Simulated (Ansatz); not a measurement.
## Electronic structure of H$_{4}$OSi···H$_{2}$O in real space

The calculation's input:

```
crystal:
  periodic: [false, false, false]
  atoms:
    - { symbol: Si, position_ang: [-0.089907, 0.105295, 0.010887] }
    - { symbol: H, position_ang: [0.194168, 0.248936, 1.448508] }
    - { symbol: H, position_ang: [1.14987, 0.292994, -0.777212] }
    - { symbol: H, position_ang: [-1.077265, 1.163388, -0.362733] }
    - { symbol: O, position_ang: [-0.807433, -1.378656, -0.294236] }
    - { symbol: H, position_ang: [-1.724995, -1.329103, -0.590948] }
    - { symbol: O, position_ang: [1.408927, -2.014604, 1.256141] }
    - { symbol: H, position_ang: [0.674874, -2.470824, 0.819642] }
    - { symbol: H, position_ang: [0.952461, -1.406226, 1.880251] }
basis:
  gaussian: { orbitals: "6-31G*" }
hamiltonian:
  xc: pbe0
  dispersion: d4
relax:
  f_tol: 0.03
  max_steps: 50
output:
  orbitals: {}
```

Run with:

```sh
ansatz run input.yaml --threads 1 --pin off --max-ram 2048MiB --backend cpu --events-out ev --progress --plain --runs-dir out
```

The fields are those of the run's last geometry, not of the input's.

The calculation used RKS PBE0-D4/6-31G* in Ansatz.

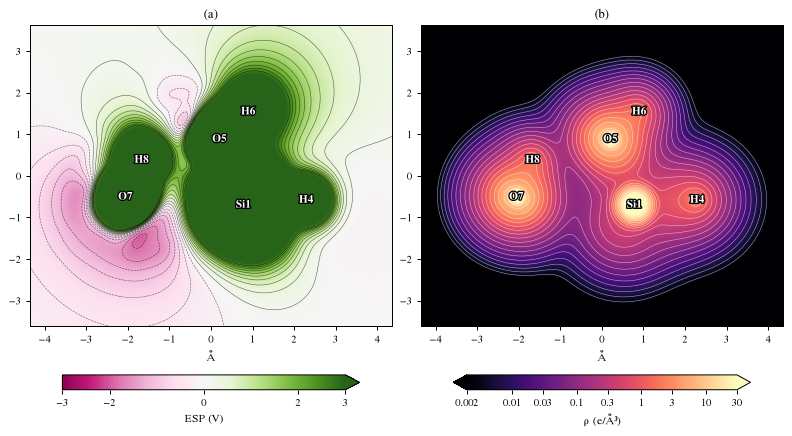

Figure 1. (a) electrostatic potential; (b) total electron density on the plane of atoms H4, Si1 and O5.

**Interpret the plot.**

The plane passes through Si, H and O nuclei. O5···H8 (1.96 Å): the density falls to about 0.18 e/Å³ on the way (by its geometry a hydrogen bond between the two molecules, with no shared pair). Si–O (1.68 Å): ρ at the midpoint is about 1 e/Å³. O–H (0.96 Å): the density is about 3.6 e/Å³ at the midpoint. Si–H (1.50 Å): ρ at the midpoint is about 0.77 e/Å³. Outside the dense part of the complex the potential is most negative (−1.9 V) near O7.

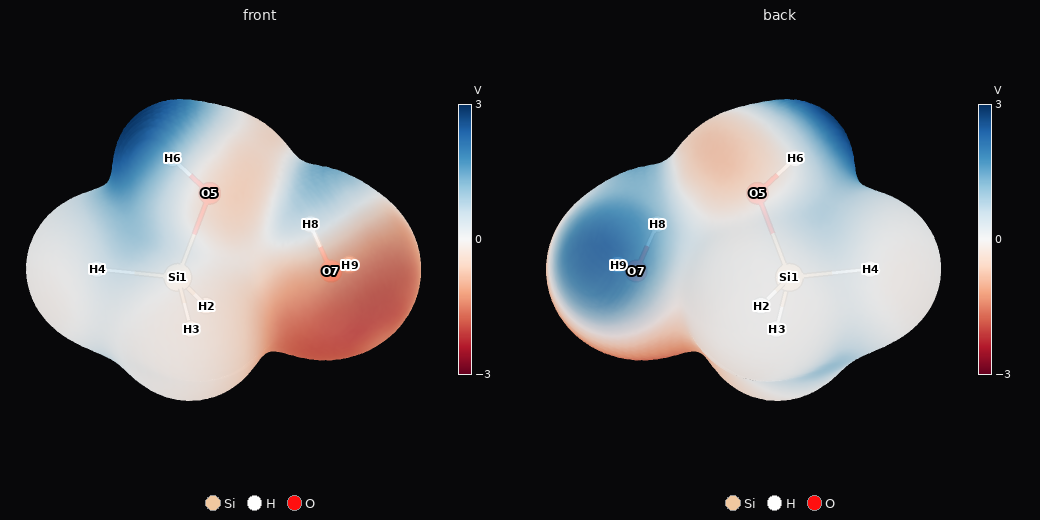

Figure 2. The molecular electrostatic potential painted on the density surface at 0.002 e/bohr³, seen from the front and from behind; the colour scale runs from red (negative) to blue (positive).

**Which sites attract a positive test charge, and which a negative one?**

A positive charge is drawn to the negative regions and a negative charge to the positive ones. The most negative region (about −1.9 V) lies over O7, the most positive (about +2.8 V) over H6. O7 is the likeliest acceptor of a hydrogen bond.

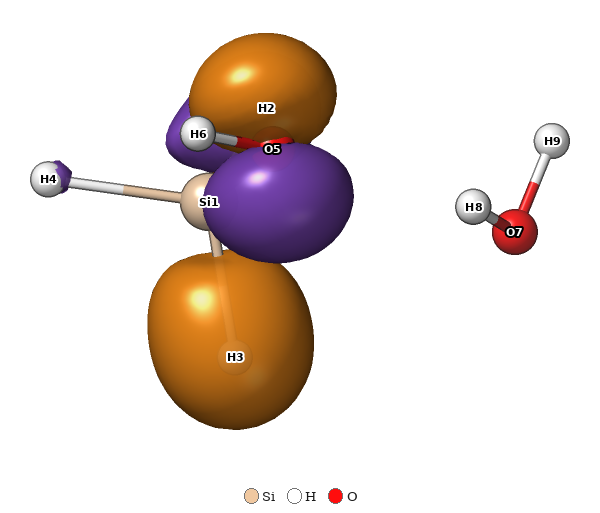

Figure 3. The HOMO−1 at ±0.2 Å⁻³ᐟ² (orange and purple are the two phases), seen from one side.

**What is the character of this orbital?**

By Hirshfeld shares it lies mainly on O5 (about 40 %), Si1 (about 20 %), H3 (about 20 %) and H2 (about 10 %). Its energy is −8.58 eV.

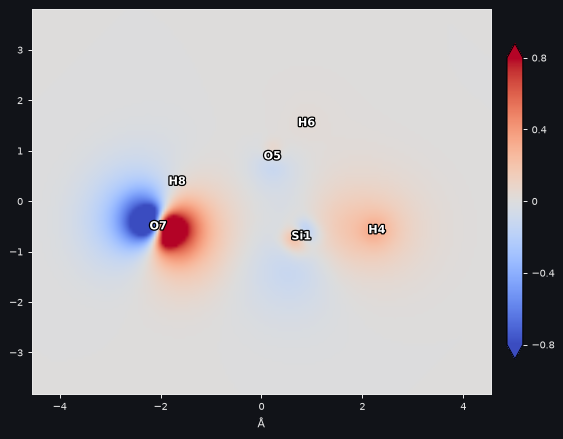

Figure 4. The HOMO on the plane of atoms H4, Si1 and O5 (values in Å⁻³ᐟ²; the overall sign is arbitrary).

**What is the character of this orbital?**

It lies mainly on O7 (about 75 %); largely a lone pair of O7. Its energy is −8.26 eV.
